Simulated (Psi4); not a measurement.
Interaction energy of H4OSi ··· C4H5N (SMILES O[SiH3] and c1cc[nH]c1), singlet. Monomers: optimised at B3LYP-D3(BJ) (def2-TZVP), held rigid. Orientation: lowest of the rigid-body minima from ten starts at GFN2-xTB. The monomers approach along the line of their centres of mass (distance R); nothing else relaxes.

Method: SAPT0/jun-cc-pVDZ, frozen core run with Psi4.

Components in kJ/mol:

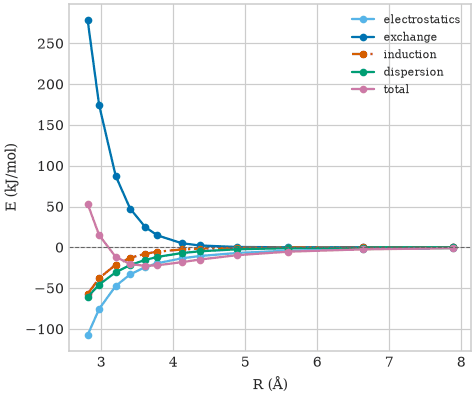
Fig. 1. Components of the interaction energy.

```tsv
R / Å	electrostatics	exchange	induction	dispersion	total
2.81	-107.63	278.91	-57.09	-60.86	53.33
2.97	-75.61	174.30	-37.99	-45.73	14.96
3.20	-47.40	87.50	-21.27	-30.61	-11.79
3.40	-33.25	47.54	-13.01	-21.80	-20.52
3.61	-24.24	24.84	-7.93	-15.43	-22.76
3.78	-19.48	14.60	-5.41	-11.77	-22.06
4.12	-13.48	4.98	-2.66	-7.01	-18.17
4.37	-10.67	2.23	-1.64	-4.89	-14.97
4.89	-6.93	0.41	-0.66	-2.43	-9.61
5.60	-4.10	0.04	-0.24	-1.04	-5.34
6.64	-2.07	0.00	-0.07	-0.37	-2.50
7.88	-1.00	0.00	-0.02	-0.13	-1.15
```
